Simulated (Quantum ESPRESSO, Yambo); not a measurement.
# SiC (F-43m): G0W0 in Yambo against the screening cutoff

Wanted: the cheapest screening cutoff that holds the gap of SiC (F-43m).

Calculated with Yambo 5.3.0; PBE and many-body steps on it, plane waves.

## 1. Set-up

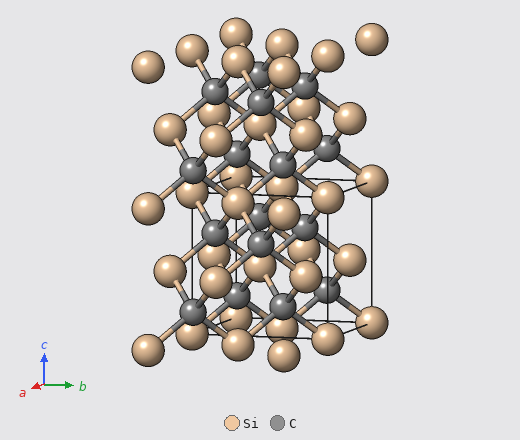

The starting structure, seen slightly off an axis (silicon light orange, carbon grey). 2×1×2 cells are drawn. This picture shows the conventional cell, with its axes. Bonds to atoms that aren't drawn are left out. Some periodic images of atoms are drawn too.

As a file:

```cif
data_structure
_symmetry_space_group_name_H-M 'F-43m'
_symmetry_Int_Tables_number 216
_cell_length_a 4.3580
_cell_length_b 4.3580
_cell_length_c 4.3580
_cell_angle_alpha 90.000
_cell_angle_beta 90.000
_cell_angle_gamma 90.000
_cell_volume 82.77
loop_
_atom_site_label
_atom_site_type_symbol
_atom_site_symmetry_multiplicity
_atom_site_Wyckoff_symbol
_atom_site_fract_x
_atom_site_fract_y
_atom_site_fract_z
_atom_site_occupancy
Si1 Si 4 a 0.00000 0.00000 0.00000 1
C1 C 4 d 0.25000 0.25000 0.75000 1
```

The cell and positions come from the Crystallography Open Database and are kept as given unless a step says otherwise.

## 2. 3.25 Ha

This step: Yambo 5.3.0; G0W0 on PBE, plane waves, norm-conserving pseudopotentials.

Now the one-shot GW correction: screening in the RPA, then the self-energy of the levels asked for.

Contents of gw7.in:

```
HF_and_locXC
gw0
dyson
ppa
em1d
rim_cut
RandQpts= 1000000
RandGvec= 1 RL
EXXRLvcs= 74 Ry
VXCRLvcs= 296 Ry
Chimod= "HARTREE"
% BndsRnXp
 1 | 65 |
%
NGsBlkXp= 6.5 Ry
% LongDrXp
 1 | 1 | 1 |
%
% GbndRnge
 1 | 65 |
%
DysSolver= "n"
ExtendOut
PPAPntXp= 27.21138 eV
% QPkrange
 1 | 1 | 3 | 6 |
 7 | 7 | 3 | 6 |
%
```

The run is started by

```
OMP_NUM_THREADS=1 mpirun -n 4 yambo -F gw7.in -J gw7 -C gw7 > gw7.log
```

The program printed:

```text
 Yambo, version 5.3.0

 [02] CORE Variables Setup
 =========================

  [... cell, symmetries and grids as in the set-up ...]

  [02.05] Energies & Occupations
  ==============================

  [X] === General ===
  [X] Electronic Temperature                        :  0.000000  0.000000 [eV K]
  [X] Bosonic    Temperature                        :  0.000000  0.000000 [eV K]
  [X] Finite Temperature mode                       : no
  [X] El. density                                   :  0.38662E+24 [cm-3]
  [X] Fermi Level                                   :  9.496076 [eV]

  [X] === Gaps and Widths ===
  [X] Conduction Band Min                           :  1.361350 [eV]
  [X] Valence Band Max                              :  0.000000 [eV]
  [X] Filled Bands                                  :   4
  [X] Empty Bands                                   :    5  248
  [X] Direct Gap                                    :  4.552957 [eV]
  [X] Direct Gap localized at k                     :   7
  [X] Indirect Gap                                  :  1.361350 [eV]
  [X] Indirect Gap between kpts                     :   1   7
  [X] Last valence band width                       :  4.691459 [eV]
  [X] 1st conduction band width                     :  4.862001 [eV]

 [03] Transferred momenta grid and indexing
 ==========================================

 IBZ Q-points                                      :   8
 BZ  Q-points                                      :   64

 K/Q-points units:
 rlu = crystal or reduced units; cc = cartesian coordinates; iku = interal k-units

 Q [1]          [rlu]:  0.000000  0.000000  0.000000
 Q [2]          [rlu]: -0.86518E-17 -0.86518E-17  0.25000
 Q [3]          [rlu]:  0.17304E-16  0.17304E-16 -0.50000
 Q [4]          [rlu]:  0.23594E-17  0.25000      0.25000
 Q [5]          [rlu]:  0.14582E-17  0.25000      0.50000
 Q [6]          [rlu]: -0.93719E-16  0.25000     -0.25000
 Q [7]          [rlu]: -0.47188E-17 -0.50000     -0.50000
 Q [8]          [rlu]:  0.250000 -0.500000 -0.250000

 [04] Coloumb potential Random Integration (RIM)
 ===============================================

  [04.01] RIM initialization
  ==========================

  * Diagonal components only detected *

  8 x (sBL volume)        :  0.222050 [a.u.]
  sBZ random points       :  1000000
  Points outside the sBZ  :   7996195
  RL volume               :  1.776402 [a.u.]
  Integrated volume       :  1.777248 [a.u.]

  [04.02] RIM integrals
  =====================

  Gamma point sphere radius             :  0.109842 [a.u.]
  Points outside the sphere             :   799659
  [Int_sBZ(q=0) 1/q^2]*(Vol_sBZ)^(-1/3) =:  7.764404
                                 should be <:  7.795600

  Summary of Coulomb integrals for non-metallic bands |Q|[au] RIM/Bare

  Q [1] 0.100000E-4 0.995998 * Q [2] 0.330365 1.064860
  Q [4] 0.381473 1.063764 * Q [6] 0.539484 1.026684
  Q [5] 0.632601 1.019317 * Q [3] 0.660731 1.017217
  Q [7] 0.762946 1.013693 * Q [8] 0.853000 1.010740

 [WARNING] [Xp] User bands 1-65 break level degeneracy

 [05] Dipoles
 ============

  [05.01] Setup: observables and procedures
  =========================================

 [06] Dynamic Dielectric Matrix (PPA)
 ====================================

 [WR./gw7//ndb.pp]---------------------------------------------------------------
  Brillouin Zone Q/K grids (IBZ/BZ)                :    8   64    8   64
  RL vectors                                       :  1917 [WF]
  Coulomb cutoff potential                         : none
  Electronic Temperature                           :  0.000000 [K]
  Bosonic    Temperature                           :  0.000000 [K]
  PPA    diel. fun.  energies                      : Perdew, Burke & Ernzerhof(X)+Perdew, Burke & Ernzerhof(C)
  wavefunctions                                    : Perdew, Burke & Ernzerhof(X)+Perdew, Burke & Ernzerhof(C)
  Global Gauge                                     : length
  X matrix size                                    :   51
  X band range                                     :    1   65
  X e/h energy range                               : -1.000000 -1.000000 [eV]
  X Time ordering                                  : R
  X Hxc Kernel                                     : HARTREE
  X Drude frequency                                :  0.000000  0.000000
  X poles                                          :  100.0000 [o/o]
  RL vectors in the sum                            :  1917
  [r,Vnl] included                                 : yes
  Field direction                                  :  0.577350E-5  0.577350E-5  0.577350E-5
  BZ energy Double Grid                            : no
  BZ energy DbGd points                            : 0
  BZ Q point size factor                           : -1.000000
  X Optical Averaged directions                    : none

 [07] Local Exchange-Correlation + Non-Local Fock
 ================================================

 [VXC] Plane waves :  12039
 [EXS] Plane waves :  1471

 QP @ state[ 1 ] K range:  1  1
 QP @ state[ 1 ] b range:   3   6
 QP @ state[ 2 ] K range:   7   7
 QP @ state[ 2 ] b range:   3   6

 [xc] Functional : Perdew, Burke & Ernzerhof(X)+Perdew, Burke & Ernzerhof(C)
 [xc] LIBXC used to calculate xc functional
  PP Number of Atomic Species                      :  2
  NLCC RL compoments                               :  12039
  PP Number of Atomic Species                      :  2
  NLCC RL compoments                               :  12039

 [xc] E_xc :  -3.053998 [Ha]
      E_xc :  -6.107995 [Ry]

  Local XC kind (lXC) : Perdew, Burke & Ernzerhof(X)+Perdew, Burke & Ernzerhof(C)
  Non-Local XC kind (nlXC) : Hartree-Fock

  Corrections @ K [1] :  [eV]
 <3|nlXC|3> = -17.57123  0.98688E-17 <3|lXC|3> = -14.95033  0.18882E-15
 <4|nlXC|4> = -17.57121 -0.10077E-17 <4|lXC|4> = -14.95033  0.94408E-16
 <5|nlXC|5> = -7.437648 -0.29455E-17 <5|lXC|5> = -13.20450  0.18882E-15
 <6|nlXC|6> = -5.781185 -0.67415E-17 <6|lXC|6> = -11.30885 -0.23601E-16

  Corrections @ K [7] :  [eV]
 <3|nlXC|3> = -17.40550 -0.26481E-17 <3|lXC|3> = -13.57451  0.26553E-16
 <4|nlXC|4> = -17.40547 -0.38751E-17 <4|lXC|4> = -13.57451  0.12057E-20
 <5|nlXC|5> = -6.232449 -0.21416E-17 <5|lXC|5> = -10.47272 -0.23603E-16
 <6|nlXC|6> = -5.875215  0.57940E-17 <6|lXC|6> = -10.74820  0.47204E-16

 [08] Dyson equation: Newton solver
 ==================================

  [08.01] G0W0 (W PPA)
  ====================

  [  GW  ] Bands range     :    1   65
  [GW/PPA] G damping       :  0.100000 [eV]

  QP @ state[ 1 ] K range:  1  1
  QP @ state[ 1 ] b range:   3   6
  QP @ state[ 2 ] K range:   7   7
  QP @ state[ 2 ] b range:   3   6

   Sc/G bands                                       :    1   65
   Sc/G damping                                     :  0.100000 ev
   Sc bands terminator                              : no
   Sx RL components                                 :  1471

   QP @ state[ 1 ] K range                          :  1  1
   QP @ state[ 1 ] b range                          :   3   6
   QP @ state[ 2 ] K range                          :   7   7
   QP @ state[ 2 ] b range                          :   3   6
   GF energies kind                                 : Perdew, Burke & Ernzerhof(X)+Perdew, Burke & Ernzerhof(C)
   GF WF`s kind                                     : Perdew, Burke & Ernzerhof(X)+Perdew, Burke & Ernzerhof(C)
   Xs energies kind                                 : Perdew, Burke & Ernzerhof(X)+Perdew, Burke & Ernzerhof(C)
   Xs WF`s kind                                     : Perdew, Burke & Ernzerhof(X)+Perdew, Burke & Ernzerhof(C)

 [11] Game Over & Game summary
```

Wall time 8 s (4 MPI ranks of Arm Neoverse V1, shared host); peak memory 1.1 GiB.

Numbers from this step:

```yaml
g0w0_gap_on_the_points_computed: 1.901 eV
starting_gap_on_the_mesh: 1.361 eV
k_of_the_valence_top: 0, 0, 0
k_of_the_conduction_bottom: 0, -0.5, -0.5
least_direct_g0w0_gap_on_the_computed_points: 5.467 eV
z_at_the_valence_top: 0.8007
z_at_the_conduction_bottom: 0.8249
```

The gap on the mesh goes from 1.36 eV to 1.90 eV, a correction of +0.54 eV.

## 3. 5.25 Ha

gw8.in, as its differences from gw7.in of step 2:

```diff
@@ -14,3 +14,3 @@
 %
-NGsBlkXp= 6.5 Ry
+NGsBlkXp= 10.5 Ry
 % LongDrXp
```

The run is started by

```
OMP_NUM_THREADS=1 mpirun -n 4 yambo -F gw8.in -J gw8 -C gw8 > gw8.log
```

The program printed:

```text
 Yambo, version 5.3.0

 [02] CORE Variables Setup
 =========================

  [... cell, symmetries and grids as in the set-up ...]

  [02.05] Energies & Occupations
  ==============================

  [X] === General ===
  [X] Electronic Temperature                        :  0.000000  0.000000 [eV K]
  [X] Bosonic    Temperature                        :  0.000000  0.000000 [eV K]
  [X] Finite Temperature mode                       : no
  [X] El. density                                   :  0.38662E+24 [cm-3]
  [X] Fermi Level                                   :  9.496076 [eV]

  [X] === Gaps and Widths ===
  [X] Conduction Band Min                           :  1.361350 [eV]
  [X] Valence Band Max                              :  0.000000 [eV]
  [X] Filled Bands                                  :   4
  [X] Empty Bands                                   :    5  248
  [X] Direct Gap                                    :  4.552957 [eV]
  [X] Direct Gap localized at k                     :   7
  [X] Indirect Gap                                  :  1.361350 [eV]
  [X] Indirect Gap between kpts                     :   1   7
  [X] Last valence band width                       :  4.691459 [eV]
  [X] 1st conduction band width                     :  4.862001 [eV]

 [03] Transferred momenta grid and indexing
 ==========================================

 IBZ Q-points                                      :   8
 BZ  Q-points                                      :   64

 K/Q-points units:
 rlu = crystal or reduced units; cc = cartesian coordinates; iku = interal k-units

 Q [1]          [rlu]:  0.000000  0.000000  0.000000
 Q [2]          [rlu]: -0.86518E-17 -0.86518E-17  0.25000
 Q [3]          [rlu]:  0.17304E-16  0.17304E-16 -0.50000
[...]
NLCC RL compoments                               :  12039
  PP Number of Atomic Species                      :  2
  NLCC RL compoments                               :  12039

 [xc] E_xc :  -3.053998 [Ha]
      E_xc :  -6.107995 [Ry]

  Local XC kind (lXC) : Perdew, Burke & Ernzerhof(X)+Perdew, Burke & Ernzerhof(C)
  Non-Local XC kind (nlXC) : Hartree-Fock

  Corrections @ K [1] :  [eV]
 <3|nlXC|3> = -17.57123  0.98688E-17 <3|lXC|3> = -14.95033  0.18882E-15
 <4|nlXC|4> = -17.57121 -0.10077E-17 <4|lXC|4> = -14.95033  0.94408E-16
 <5|nlXC|5> = -7.437648 -0.29455E-17 <5|lXC|5> = -13.20450  0.18882E-15
[...]
Corrections @ K [7] :  [eV]
[...]
<5|nlXC|5> = -6.232449 -0.21416E-17 <5|lXC|5> = -10.47272 -0.23603E-16
 <6|nlXC|6> = -5.875215  0.57940E-17 <6|lXC|6> = -10.74820  0.47204E-16

 [08] Dyson equation: Newton solver
 ==================================

  [08.01] G0W0 (W PPA)
  ====================

  [  GW  ] Bands range     :    1   65
  [GW/PPA] G damping       :  0.100000 [eV]

  QP @ state[ 1 ] K range:  1  1
  QP @ state[ 1 ] b range:   3   6
  QP @ state[ 2 ] K range:   7   7
  QP @ state[ 2 ] b range:   3   6

   Sc/G bands                                       :    1   65
   Sc/G damping                                     :  0.100000 ev
   Sc bands terminator                              : no
   Sx RL components                                 :  1471

   QP @ state[ 1 ] K range                          :  1  1
   QP @ state[ 1 ] b range                          :   3   6
   QP @ state[ 2 ] K range                          :   7   7
   QP @ state[ 2 ] b range                          :   3   6
   GF energies kind                                 : Perdew, Burke & Ernzerhof(X)+Perdew, Burke & Ernzerhof(C)
   GF WF`s kind                                     : Perdew, Burke & Ernzerhof(X)+Perdew, Burke & Ernzerhof(C)
   Xs energies kind                                 : Perdew, Burke & Ernzerhof(X)+Perdew, Burke & Ernzerhof(C)
   Xs WF`s kind                                     : Perdew, Burke & Ernzerhof(X)+Perdew, Burke & Ernzerhof(C)

 [11] Game Over & Game summary
```

It took 9.8 s on 4 MPI ranks; peak memory 1.1 GiB; 35 s of CPU time.

This step gave:

```
G0W0 gap on the points computed              : 1.993 eV
starting gap on the mesh                     : 1.361 eV
k of the valence top                         : 0, 0, 0
k of the conduction bottom                   : 0, -0.5, -0.5
least direct G0W0 gap on the computed points : 5.538 eV
Z at the valence top                         : 0.7988
Z at the conduction bottom                   : 0.8245
```

Against the run before, the gap moves by +0.091 eV.

## 4. 10.5 Ha

gw9.in, as its differences from gw8.in of step 3:

```diff
@@ -14,3 +14,3 @@
 %
-NGsBlkXp= 10.5 Ry
+NGsBlkXp= 21 Ry
 % LongDrXp
```

The run is started by

```
OMP_NUM_THREADS=1 mpirun -n 4 yambo -F gw9.in -J gw9 -C gw9 > gw9.log
```

The program printed:

```text
 Yambo, version 5.3.0

 [02] CORE Variables Setup
 =========================

  [... cell, symmetries and grids as in the set-up ...]

  [02.05] Energies & Occupations
  ==============================

  [X] === General ===
  [X] Electronic Temperature                        :  0.000000  0.000000 [eV K]
  [X] Bosonic    Temperature                        :  0.000000  0.000000 [eV K]
  [X] Finite Temperature mode                       : no
  [X] El. density                                   :  0.38662E+24 [cm-3]
[...]
QP @ state[ 1 ] b range                          :   3   6
   QP @ state[ 2 ] K range                          :   7   7
   QP @ state[ 2 ] b range                          :   3   6
   GF energies kind                                 : Perdew, Burke & Ernzerhof(X)+Perdew, Burke & Ernzerhof(C)
   GF WF`s kind                                     : Perdew, Burke & Ernzerhof(X)+Perdew, Burke & Ernzerhof(C)
   Xs energies kind                                 : Perdew, Burke & Ernzerhof(X)+Perdew, Burke & Ernzerhof(C)
   Xs WF`s kind                                     : Perdew, Burke & Ernzerhof(X)+Perdew, Burke & Ernzerhof(C)

 [11] Game Over & Game summary
```

Run time: 36 s. Hardware: 4 MPI ranks; peak memory 1.1 GiB.

This step gave:

```yaml
g0w0_gap_on_the_points_computed: 2.031 eV
starting_gap_on_the_mesh: 1.361 eV
k_of_the_valence_top: 0, 0, 0
k_of_the_conduction_bottom: 0, -0.5, -0.5
least_direct_g0w0_gap_on_the_computed_points: 5.561 eV
```

Against the run before, the gap moves by +0.038 eV.

## 5. 13 Ha

gw10.in, as its differences from gw9.in of step 4:

```diff
@@ -14,3 +14,3 @@
 %
-NGsBlkXp= 21 Ry
+NGsBlkXp= 26 Ry
 % LongDrXp
```

The run is started by

```
OMP_NUM_THREADS=1 mpirun -n 4 yambo -F gw10.in -J gw10 -C gw10 > gw10.log
```

The program printed:

```text
 Yambo, version 5.3.0

 [02] CORE Variables Setup
 =========================

  [... cell, symmetries and grids as in the set-up ...]

  [02.05] Energies & Occupations
  ==============================

  [X] === General ===
  [X] Electronic Temperature                        :  0.000000  0.000000 [eV K]
  [X] Bosonic    Temperature                        :  0.000000  0.000000 [eV K]
  [X] Finite Temperature mode                       : no
  [X] El. density                                   :  0.38662E+24 [cm-3]
[...]
QP @ state[ 1 ] b range                          :   3   6
   QP @ state[ 2 ] K range                          :   7   7
   QP @ state[ 2 ] b range                          :   3   6
   GF energies kind                                 : Perdew, Burke & Ernzerhof(X)+Perdew, Burke & Ernzerhof(C)
   GF WF`s kind                                     : Perdew, Burke & Ernzerhof(X)+Perdew, Burke & Ernzerhof(C)
   Xs energies kind                                 : Perdew, Burke & Ernzerhof(X)+Perdew, Burke & Ernzerhof(C)
   Xs WF`s kind                                     : Perdew, Burke & Ernzerhof(X)+Perdew, Burke & Ernzerhof(C)

 [11] Game Over & Game summary
```

The job ended after 49 s (4 MPI ranks; peak memory 1.1 GiB; 3.2 min of CPU time).

This step gave:

```yaml
g0w0_gap_on_the_points_computed: 2.032 eV
starting_gap_on_the_mesh: 1.361 eV
k_of_the_valence_top: 0, 0, 0
k_of_the_conduction_bottom: 0, -0.5, -0.5
least_direct_g0w0_gap_on_the_computed_points: 5.562 eV
```

Against the run before, the gap moves by +0.002 eV.

## 6. 16.25 Ha

gw11.in, as its differences from gw10.in of step 5:

```diff
@@ -14,3 +14,3 @@
 %
-NGsBlkXp= 26 Ry
+NGsBlkXp= 32.5 Ry
 % LongDrXp
```

The run is started by

```
OMP_NUM_THREADS=1 mpirun -n 4 yambo -F gw11.in -J gw11 -C gw11 > gw11.log
```

The program printed:

```text
 Yambo, version 5.3.0

 [02] CORE Variables Setup
 =========================

  [... cell, symmetries and grids as in the set-up ...]

  [02.05] Energies & Occupations
  ==============================

  [X] === General ===
  [X] Electronic Temperature                        :  0.000000  0.000000 [eV K]
  [X] Bosonic    Temperature                        :  0.000000  0.000000 [eV K]
  [X] Finite Temperature mode                       : no
  [X] El. density                                   :  0.38662E+24 [cm-3]
[...]
QP @ state[ 1 ] b range                          :   3   6
   QP @ state[ 2 ] K range                          :   7   7
   QP @ state[ 2 ] b range                          :   3   6
   GF energies kind                                 : Perdew, Burke & Ernzerhof(X)+Perdew, Burke & Ernzerhof(C)
   GF WF`s kind                                     : Perdew, Burke & Ernzerhof(X)+Perdew, Burke & Ernzerhof(C)
   Xs energies kind                                 : Perdew, Burke & Ernzerhof(X)+Perdew, Burke & Ernzerhof(C)
   Xs WF`s kind                                     : Perdew, Burke & Ernzerhof(X)+Perdew, Burke & Ernzerhof(C)

 [11] Game Over & Game summary
```

It took 85 s on 4 MPI ranks; peak memory 1.1 GiB.

Numbers from this step:

```yaml
g0w0_gap_on_the_points_computed: 2.034 eV
starting_gap_on_the_mesh: 1.361 eV
k_of_the_valence_top: 0, 0, 0
k_of_the_conduction_bottom: 0, -0.5, -0.5
least_direct_g0w0_gap_on_the_computed_points: 5.563 eV
```

Against the run before, the gap moves by +0.002 eV.

## 7. The runs together

Times are wall times on 4 MPI ranks of Arm Neoverse V1, shared host, good to a factor of about two.

```csv
run,mesh,bands,screening cutoff (eV),DFT gap (eV),gap on the mesh (eV),direct (eV),time
3.25 Ha,4×4×4,65,88.4,1.361,1.901,5.467,8 s
5.25 Ha,4×4×4,65,142.9,1.361,1.993,5.538,9.8 s
10.5 Ha,4×4×4,65,285.7,1.361,2.031,5.561,36 s
13 Ha,4×4×4,65,353.7,1.361,2.032,5.562,49 s
16.25 Ha,4×4×4,65,442.2,1.361,2.034,5.563,85 s
```

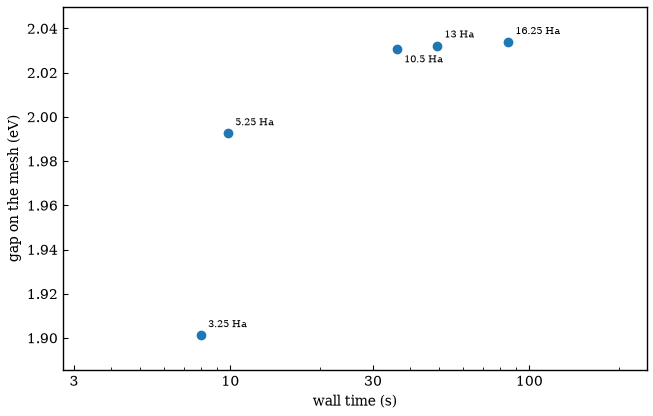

Result against wall time.

## 8. Results

```yaml
3p25_ha: 1.901 eV
5p25_ha: 1.993 eV
10p5_ha: 2.031 eV
13_ha: 2.032 eV
16p25_ha: 2.034 eV
known_limits: not at the basis limit; coarse k mesh
```

In words: The setting moved: screening cutoff. From 3.25 Ha to 16.25 Ha the gap moves by +0.13 eV, for 11 times the time. It holds to 0.03 eV from 10.5 Ha on. Bands and screening cutoff are coupled, so a series along one setting does not show full convergence. Bands and cutoff are finite, so the gap is not at the basis limit. The miss can reach some tenths of an eV and take either sign; the mesh is an error of its own. In the G0W0 runs levels were corrected at 2 k points alone, so a gap called «on the mesh» is the least over those, and an edge elsewhere would be missed. The 4×4×4 mesh is coarse for this cell, which bears on the long-range parts of exchange and screening.

[Paths, hosts, dates, memory and timing lines, banners, echoed tables and standing remarks are left out of the program output.]

[Logs are printed without paths, hosts, clocks, repeated set-up lines and the standing remarks that a program may print on its own settings, such as how far it seeks lower states.]

[Runs of the session that timed out or met a known fault of the program may be left out.]

[Hosts, paths, dates, database ids (printed as entryN), source tags and the programs' standing remarks are cut or masked in the printed files.]
